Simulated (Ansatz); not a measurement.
F3H3SiSn (SMILES F[Si](F)(F)[SnH3])

Input

```
crystal:
  periodic: [false, false, false]
  atoms:
    - symbol: F
      position_ang: [-1.246711, 3.171636, -1.341005]
    - symbol: F
      position_ang: [-0.594744, 2.676938, 1.108171]
    - symbol: F
      position_ang: [-2.984955, 3.475223, 0.544486]
    - symbol: Si
      position_ang: [-1.784480, 2.533022, 0.034483]
    - symbol: Sn
      position_ang: [-2.523306, 0.115107, -0.257762]
    - symbol: H
      position_ang: [-3.087238, -0.471986, 1.242836]
    - symbol: H
      position_ang: [-3.773482, 0.059478, -1.419023]
    - symbol: H
      position_ang: [-1.187465, -0.807218, -0.786336]
basis:
  gaussian:
    orbitals: def2-TZVPD
magnetization:
  spin_polarized: false
  initial_magnetization: 0
hamiltonian:
  xc: {name: PBE0}
output: {forces: true, orbitals: {seedname: orbitals}}
```

Command:

```sh
ansatz run input.yaml --threads 2 --pin off --max-ram 4350MiB --events-out events.jsonl --progress --plain --runs-dir runs
```

Geometry: PBE0-D3(BJ)/def2-SVP; core potentials replace the inner electrons of Sn.

Computed with isolated molecule in a Gaussian basis; Kohn-Sham density functional theory, functional PBE0 in Ansatz.

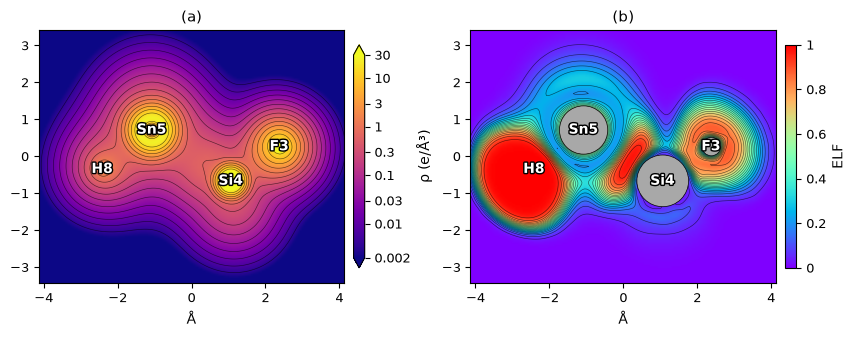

Figure 1. (a) electron density; (b) electron localisation function on the plane of atoms F3, Si4 and Sn5. Grey discs cover the atomic cores in the ELF map.

Describe what can be read from this map.

The section cuts through F, Si, Sn and H sites.
Si–F (1.61 Å): ρ at the midpoint is about 1.2 e/Å³; the ELF peaks at about 0.85 in the valence shell of F, 0.6 Å from its nucleus, and is about 0.55 at the midpoint.
Si–Sn (2.55 Å): ρ is about 0.55 e/Å³ halfway; the ELF peaks at about 1 between the atoms (localised, covalent bonding).
Sn–H (1.71 Å): ρ at the midpoint is about 1.2 e/Å³; the ELF climbs to about 1 towards the hydrogen.
The ELF also peaks beside F3, away from the bonds: lone-pair regions.

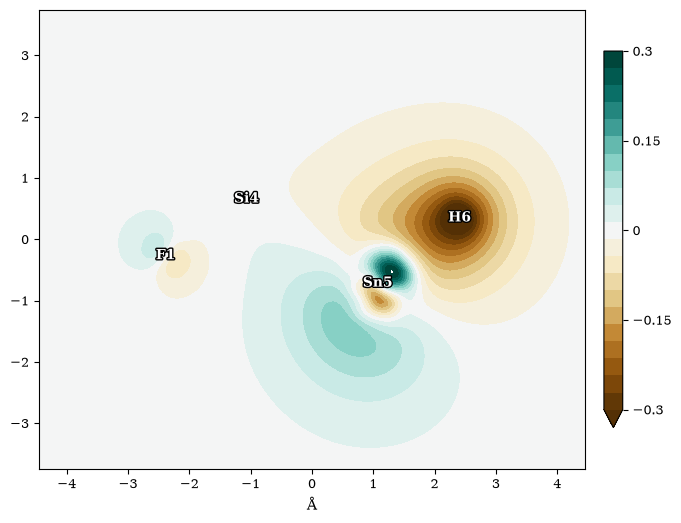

Figure 2. The HOMO−1 on the plane of atoms F1, Si4 and Sn5 (values in Å⁻³ᐟ²; the overall sign is arbitrary).

Describe this orbital and give its energy.

It lies mainly on Sn5 (about 45 %), H7 (about 35 %), H8 (about 10 %) and H6 (about 10 %). It is one of a degenerate set, so its orientation is arbitrary. Its energy is −9.76 eV.

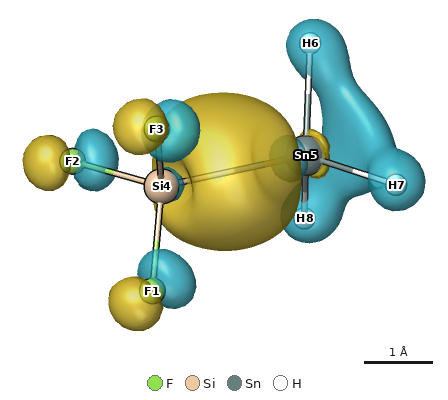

Figure 3. The HOMO at ±0.15 Å⁻³ᐟ² (yellow and cyan are the two phases), seen at a tilt.

Where does this orbital lie, and at what energy?

By Hirshfeld shares it lies mainly on Sn5 (about 35 %), Si4 (about 30 %), F2 (about 5 %), F1 (about 5 %) and F3 (about 5 %). Its energy is −9.03 eV.
